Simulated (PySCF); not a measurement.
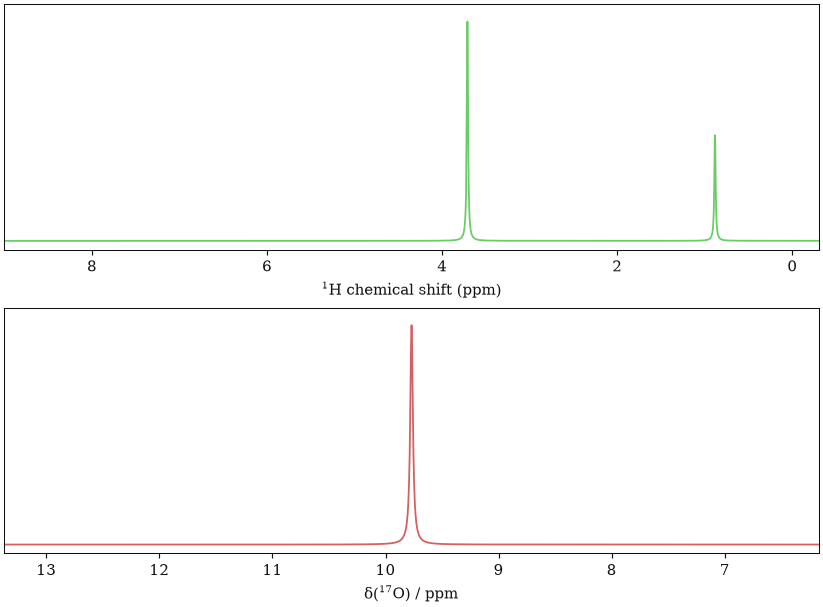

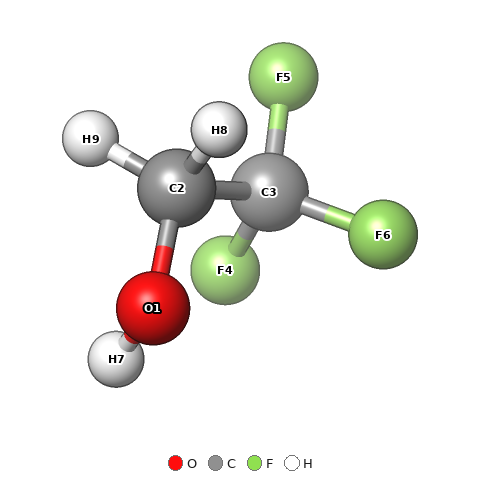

Spectrum and numbered structure of C₂H₃F₃O, SMILES OCC(F)(F)F. GIAO shifts, ωB97X-D/pcSseg-2 in PySCF, at a PBE0-D3(BJ)/def2-SVP geometry (no frequency check), against TMS for ¹H and H₂O for ¹⁷O computed at the same level (¹⁷O: a single water molecule, while the usual scale starts at liquid water and gives values some tens of ppm lower). Gas phase, fully decoupled, line heights follow the number of nuclei, widths are arbitrary (no quadrupolar broadening); values of one conformer, averaged over methyl-type rotors and exact or near symmetry. Protons on N, O or S are those of the isolated molecule, without hydrogen bonds to neighbours or exchange.

### Assign the ¹H signals to the numbered atoms.

```
δ (ppm)  nuclei   atoms
   3.71       2  H8, H9
   0.88       1      H7
```

### Where does the ¹⁷O line lie?

At 9.8 ppm (O1).
